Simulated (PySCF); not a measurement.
# CH$_{3}$F, SMILES `CF`: electronic structure

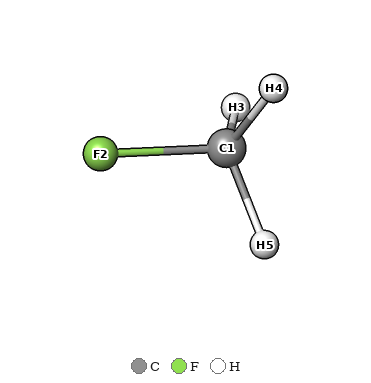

The molecule, with its atoms numbered as below. No frequency check shows the geometry to be a minimum.

Cartesian coordinates (Å):

```
C1      -0.6257    0.0000    0.0000
F2       0.7385    0.0000    0.0000
H3      -0.9640   -0.8342   -0.6158
H4      -0.9640   -0.1161    1.0303
H5      -0.9640    0.9504   -0.4146
```

### 1. Bonding charge

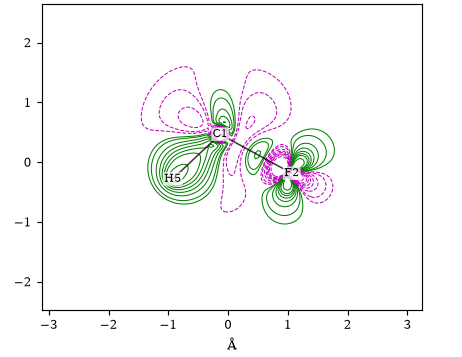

Deformation density (molecule less spherical, spin-averaged free atoms) in the plane of C1, F2 and H5; contours at ±0.05 to ±0.8 e/Å³; solid green lines: gain, dashed magenta lines: loss.

PySCF calculation, B3LYP/def2-SVPD, gas phase; geometry: GFN2-xTB.

Question: How much density has each bond in this plane gained at its critical point, relative to the free atoms?

Answer: C1–H5: +0.76 e/Å³ at the bond critical point (bond length 1.09 Å). C1–F2: −0.07 e/Å³ at the bond critical point (bond length 1.36 Å); up to 0.6 Å beside the axis the gain reaches +0.21 e/Å³. In all, 1.1 electrons gather in the regions of gain relative to the promolecule. A small or negative value marks a very polar bond, one between electron-rich atoms, whose free-atom densities already overlap strongly, a long bond to a heavier atom, or a closed-shell contact such as a hydrogen bond.

Question: Where do the Hirshfeld charges lie?

Answer: The highest Hirshfeld charge is on H3, H4 and H5 (+0.05 e), the lowest on F2 (−0.14 e).

### 2. Bond critical points

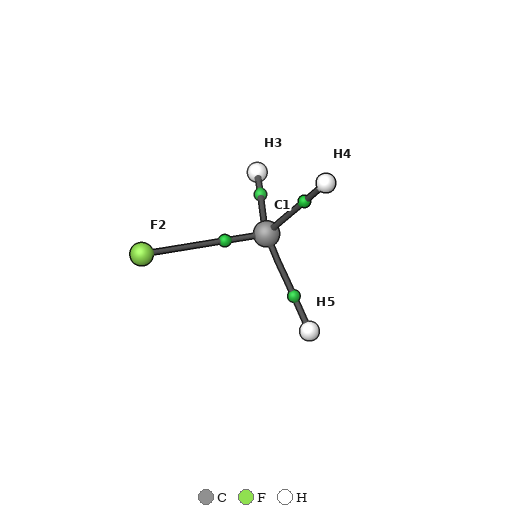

Molecular graph of the electron density (QTAIM): bond paths, bond critical points (green), ring points (magenta, if any); weak paths are dashed.

Question: How many critical points of each kind are there, and does the count close?

Answer: 5 nuclei, 4 bond, 0 ring and 0 cage critical points: 5 − 4 + 0 − 0 = 1, as the Poincaré–Hopf relation requires.

Question: Give the properties at the bond critical points.

Answer:
| bond | length (Å) | ρ (a.u.) | ∇²ρ (a.u.) | ε | H (a.u.) |
| --- | --- | --- | --- | --- | --- |
| C1–H3 (3 alike) | 1.091 | 0.287 | −1.12 | 0.05 | −0.315 |
| C1–F2 | 1.364 | 0.241 | +0.14 | 0.00 | −0.334 |

Question: What kind of interaction is C1–F2?

Answer: Polar or intermediate (positive Laplacian, negative energy density H): ρ = 0.241, ∇²ρ = +0.14, H = −0.334 a.u.

### 3. Local ionisation energy

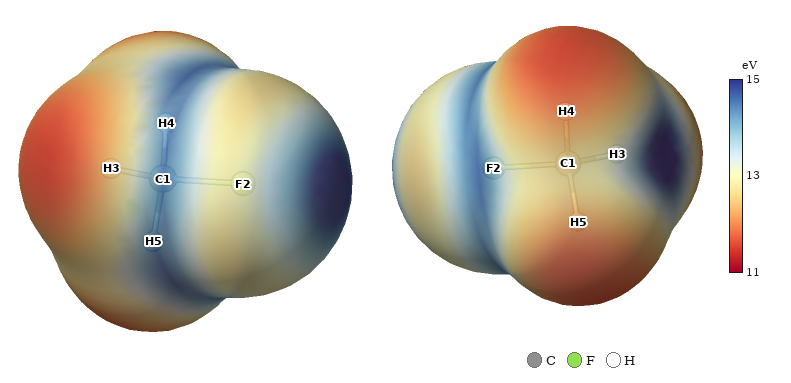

Average local ionisation energy on the surface of electron density 0.001 a.u. (back view left, front view right).

Question: Where are the most loosely bound electrons on this surface?

Answer: The lowest value is 11.6 eV, 1.4 Å from H5, and at like points elsewhere. Further minima include 12.6 eV, 1.7 Å from F2, and at like points elsewhere. For comparison, the highest occupied orbital lies at −9.7 eV.

### 4. In an electric field

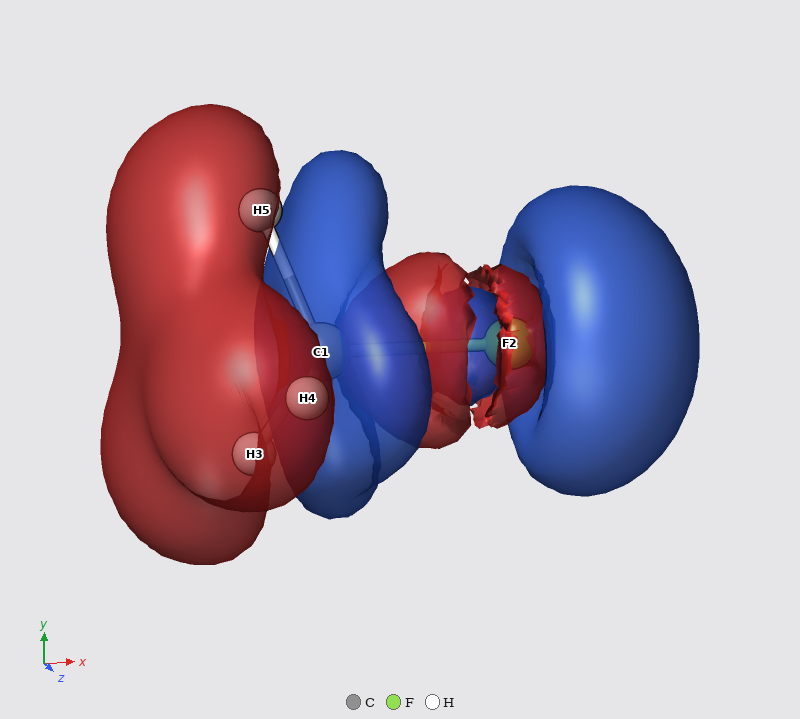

Change of the electron density in a uniform field of 0.21 V/Å, surfaces at ±0.0008 e/Å³ (blue: gain, red: loss).

The field was applied in both directions; the picture shows the one opposite to the script's first.

Question: Along which Cartesian direction does the field point?

Answer: Along −x: electrons gather on the +x side, against the field.

Question: How large is the response?

Answer: The induced dipole is 0.18 D (along the field); α along this axis, from the fields in both directions, is 17 bohr³ (2.6 Å³).
